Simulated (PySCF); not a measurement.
## C₆H₁₀NSi: a changed input and its effect

System: C₆H₁₀NSi, charge +1, SMILES [SiH3]Cc1cc[nH+]cc1.
Method of run 1: GIAO HSE06/pcSseg-1 NMR shielding, non-relativistic, IEF-PCM benzene (PySCF 2.14.0).

The geometry comes from this level: GFN2-xTB. Text and figures count atoms from 1; the logs count them from 0 in places.

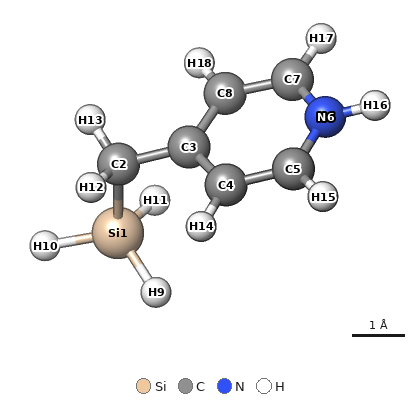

Figure 1. The structure (ball-and-stick view, seen at a tilt; atoms are numbered from 1 in the order of the input).

Input file, run 1:
```
{"job": {"kind": "nmr", "xc": "HSE06", "basis": "pcSseg-1", "solvent": "benzene", "pop": false, "scf": {"conv": 1e-06}}, "charge": 1, "multiplicity": 1}
Si    -2.494230    -0.477137    -1.038552
C     -1.579865     0.633436     0.308644
C     -0.163918     0.347947     0.295844
C      0.392472    -0.677109     1.089199
C      1.730228    -0.952700     1.031386
N      2.535809    -0.254627     0.211864
C      2.055019     0.725719    -0.572817
C      0.724892     1.041043    -0.552322
H     -2.202200    -1.858787    -0.661195
H     -3.895095    -0.101793    -0.926730
H     -1.870525    -0.128797    -2.313781
H     -2.036063     0.392004     1.264447
H     -1.790685     1.666644     0.047903
H     -0.240124    -1.240885     1.755855
H      2.184185    -1.722938     1.635724
H      3.527780    -0.466816     0.191299
H      2.759021     1.247165    -1.202989
H      0.354539     1.833947    -1.182101
```

The first line tells a small driver script what to run in PySCF; the rest is the geometry in Å.

Command:
```bash
OMP_NUM_THREADS=1 python <driver script> task.json out
```

Hardware: 1 CPU thread, shared host.

Output (run 1):
```
final grid: 143888 points
cycle   1  E = -578.2029573376  dE =  1.375e+00  |g| = 3.718e-01  |ddm| = 3.940e+00
cycle   2  E = -578.1446513555  dE =  5.831e-02  |g| = 5.970e-01  |ddm| = 8.715e-01
cycle   3  E = -578.2379624153  dE = -9.331e-02  |g| = 1.128e-01  |ddm| = 5.795e-01
cycle   4  E = -578.2407645468  dE = -2.802e-03  |g| = 3.943e-02  |ddm| = 1.165e-01
cycle   5  E = -578.2411374343  dE = -3.729e-04  |g| = 7.188e-03  |ddm| = 3.327e-02
cycle   6  E = -578.2411484294  dE = -1.100e-05  |g| = 2.314e-03  |ddm| = 8.667e-03
cycle   7  E = -578.2411498228  dE = -1.393e-06  |g| = 4.513e-04  |ddm| = 2.725e-03
cycle   8  E = -578.2411498652  dE = -4.233e-08  |g| = 1.492e-04  |ddm| = 4.965e-04
converged SCF energy = -578.2411498652

GIAO shielding tensors (ppm)
atom      isotropic    diamagn.    paramagn.     s11        s22        s33       span
  0 Si     390.388     879.171    -488.783    351.845    377.473    441.847     90.002
  1 C      156.625     251.953     -95.328    138.095    150.439    181.340     43.245
  2 C        4.365     263.112    -258.747    -86.033    -80.614    179.742    265.775
  3 C       52.416     254.793    -202.377    -50.368     40.095    167.520    217.887
  4 C       40.244     252.498    -212.254    -58.210     21.415    157.528    215.738
  5 N       66.080     330.929    -264.849    -74.814     50.768    222.286    297.100
  6 C       40.234     252.382    -212.149    -58.191     21.357    157.535    215.726
  7 C       52.454     254.727    -202.273    -50.306     40.096    167.571    217.878
  8 H       27.666      29.241      -1.575     23.895     27.132     31.972      8.078
  9 H       27.068      27.807      -0.739     24.094     24.183     32.927      8.833
 10 H       27.667      29.231      -1.564     23.896     27.127     31.978      8.082
 11 H       28.588      30.660      -2.073     24.391     27.369     34.003      9.613
 12 H       28.587      30.622      -2.034     24.393     27.364     34.006      9.613
 13 H       23.658      32.938      -9.280     20.433     22.225     28.315      7.882
 14 H       23.232      28.283      -5.051     18.984     24.740     25.971      6.988
 15 H       21.444      26.466      -5.022     15.072     22.804     26.456     11.384
 16 H       23.230      28.178      -4.948     18.982     24.740     25.968      6.986
 17 H       23.657      32.864      -9.207     20.431     22.228     28.312      7.881
```

The input of run 2 differs as follows (lines with − go, lines with + come):
```diff
-"xc": "HSE06"
+"xc": "PBE0"
-"solvent": "benzene"
-"pop": false
-"scf": {"conv": 1e-06}
```

What does this change do to the results?

The total energies belong to different models, so their difference says nothing on which is more stable or more accurate. The HOMO goes from −9.55 to −12.19 eV. The LUMO goes from −4.39 to −6.37 eV. Of all shieldings, the largest change is that of N6, by +5.3 ppm. The functional changes from HSE06 to PBE0. The SCF takes 14 iterations against 8.

Output (run 2):
```
coarse grid: 15408 points
cycle   1  E = -578.0688655220  dE =  1.487e+00  |g| = 3.757e-01  |ddm| = 3.930e+00
cycle   2  E = -578.0137367105  dE =  5.513e-02  |g| = 5.987e-01  |ddm| = 9.292e-01
cycle   3  E = -578.1071640350  dE = -9.343e-02  |g| = 1.012e-01  |ddm| = 5.793e-01
cycle   4  E = -578.1092927153  dE = -2.129e-03  |g| = 3.925e-02  |ddm| = 1.069e-01
cycle   5  E = -578.1096523890  dE = -3.597e-04  |g| = 7.121e-03  |ddm| = 3.394e-02
cycle   6  E = -578.1096630948  dE = -1.071e-05  |g| = 2.144e-03  |ddm| = 8.711e-03
cycle   7  E = -578.1096642544  dE = -1.160e-06  |g| = 5.018e-04  |ddm| = 2.645e-03
final grid: 143888 points
cycle   8  E = -578.1529423992  dE = -3.606e-05  |g| = 7.532e-03  |ddm| = 3.805e-02
cycle   9  E = -578.1529395457  dE =  2.853e-06  |g| = 8.513e-03  |ddm| = 1.436e-02
cycle  10  E = -578.1529566085  dE = -1.706e-05  |g| = 1.003e-03  |ddm| = 7.393e-03
cycle  11  E = -578.1529568115  dE = -2.030e-07  |g| = 2.541e-04  |ddm| = 7.773e-04
cycle  12  E = -578.1529568232  dE = -1.171e-08  |g| = 7.722e-05  |ddm| = 2.334e-04
cycle  13  E = -578.1529568243  dE = -1.060e-09  |g| = 4.743e-05  |ddm| = 1.102e-04
cycle  14  E = -578.1529568249  dE = -5.916e-10  |g| = 4.651e-06  |ddm| = 4.376e-05
converged SCF energy = -578.1529568249

GIAO shielding tensors (ppm)
atom      isotropic    diamagn.    paramagn.     s11        s22        s33       span
  0 Si     390.699     879.018    -488.319    352.506    376.553    443.038     90.533
  1 C      155.840     252.279     -96.439    135.967    151.179    180.375     44.408
  2 C        3.403     263.444    -260.041    -86.326    -83.924    180.459    266.786
  3 C       53.223     254.934    -201.711    -49.329     40.953    168.044    217.373
  4 C       42.296     252.985    -210.689    -55.932     24.883    157.936    213.868
  5 N       71.409     331.246    -259.837    -66.389     59.486    221.132    287.521
  6 C       42.301     252.878    -210.577    -55.893     24.854    157.942    213.835
  7 C       53.241     254.865    -201.624    -49.291     40.926    168.088    217.379
  8 H       27.585      29.016      -1.431     23.778     27.047     31.930      8.153
  9 H       26.905      27.483      -0.578     23.891     24.004     32.821      8.931
 10 H       27.583      29.004      -1.420     23.776     27.039     31.933      8.157
 11 H       28.575      30.716      -2.141     24.390     27.347     33.988      9.598
 12 H       28.574      30.677      -2.103     24.391     27.341     33.990      9.599
 13 H       23.687      32.923      -9.236     20.476     22.284     28.301      7.824
 14 H       23.350      28.366      -5.015     19.114     24.888     26.049      6.935
 15 H       21.847      26.967      -5.120     15.509     23.127     26.905     11.396
 16 H       23.349      28.260      -4.911     19.113     24.889     26.046      6.932
 17 H       23.687      32.849      -9.163     20.475     22.286     28.299      7.823
```

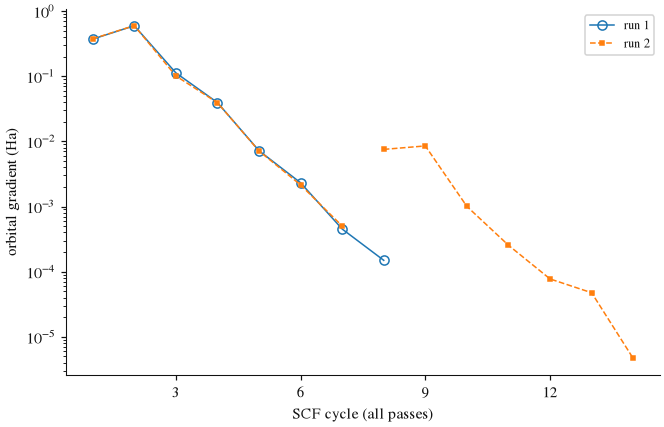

Figure 2. Convergence of the two runs: orbital gradient against the SCF cycle. A break in a curve parts two SCF passes (coarse and final grid). Run 1 takes 8 cycles in all, and run 2 takes 14.

The two runs side by side:

| quantity | run 1 | run 2 |
| --- | --- | --- |
| outcome | converged | converged |
| total energy (hartree) | −578.241150 | −578.152957 |
| HOMO (eV) | −9.55 | −12.19 |
| LUMO (eV) | −4.39 | −6.37 |
| shielding of C2 (ppm) | 156.6 | 155.8 |
| shielding of C3 (ppm) | 4.4 | 3.4 |
| shielding of C4 (ppm) | 52.4 | 53.2 |
| shielding of C5 (ppm) | 40.2 | 42.3 |
| shielding of N6 (ppm) | 66.1 | 71.4 |
| shielding of C7 (ppm) | 40.2 | 42.3 |
| shielding of C8 (ppm) | 52.5 | 53.2 |
| SCF iterations | 8 | 14 |
| basis functions | 193 | 193 |
| wall time (shared host) | 56 s | 56 s |
